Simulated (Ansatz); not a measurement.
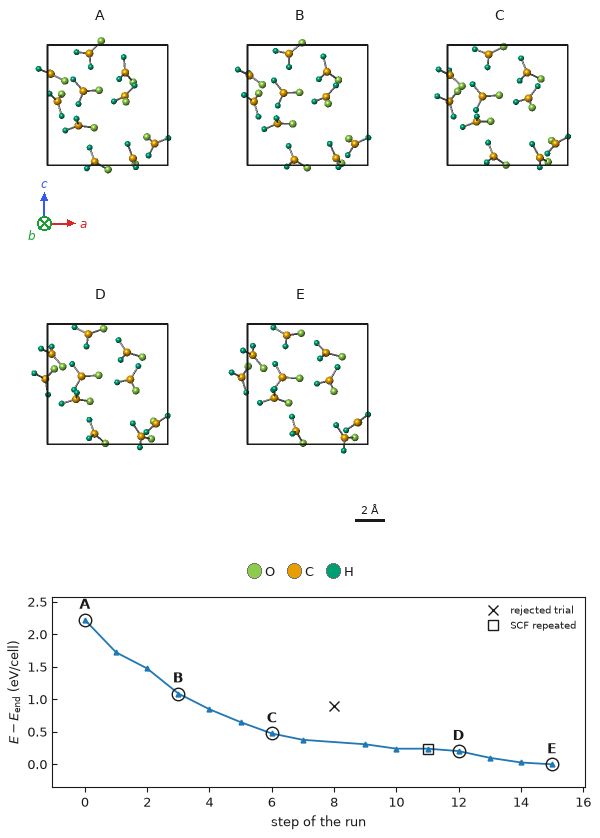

Frames of a relaxation of an amorphous cell of composition H₂CO, marked on the history of the run. The picture is a ball-and-stick view of the cell of the calculation, seen along the b axis.

The cell holds 10 H2CO. The run prepares the start of a later molecular dynamics calculation, from a guessed geometry.

All numbers below come from DFT PBEsol, scalar-relativistic, plane waves, PAW (Ansatz). Settings: plane-wave cutoff 420 eV; k-point mesh 1 × 1 × 1; occupations fermi dirac; smearing width 0.02 eV; no spin polarisation; atoms relaxed in a fixed cell; force threshold 0.3 eV/Å; at most 15 steps.

**Describe the path.**

The relaxation stopped without meeting its thresholds, so the last structure isn't shown to be converged. It used up its limit of 15 steps. The atom that moves furthest is an O atom (1.46 Å roughly along [3 1 1]). Largest moves by element: O 1.46 Å, H 1.40 Å, C 1.31 Å. The lattice vectors keep their values. Among the contacts that change: C–H 1.104 → 1.129 Å, C–O 1.220 → 1.227 Å. Bond angles that change, for instance: H–C–H 115.7° → 118.2°. The energy falls by 2.224 eV per cell of the calculation in 13 accepted moves (15 points after the start). Largest force component: 1.5 eV/Å at the start, 0.87 eV/Å at the end. The line search rejected the trial step at point 8 of the run. 1 step only repeated the SCF at the same geometry. The forces were under the threshold at step 10, but the run went on from there. The run took about 30 core-seconds on a shared host. From step 0 to 3: an O atom moves most (0.47 Å), energy −1.133 eV per cell of the calculation. From step 3 to 6: an H atom moves most (0.57 Å), energy −0.615 eV per cell of the calculation. From step 6 to 12: an H atom moves most (0.48 Å), energy −0.271 eV per cell of the calculation. From step 12 to 15: an O atom moves most (0.54 Å), energy −0.204 eV per cell of the calculation.

Limits of the set-up: the program's low-accuracy preset was used; the periodic images lie only 8.5 Å apart, so the values are limited by the cell's size.
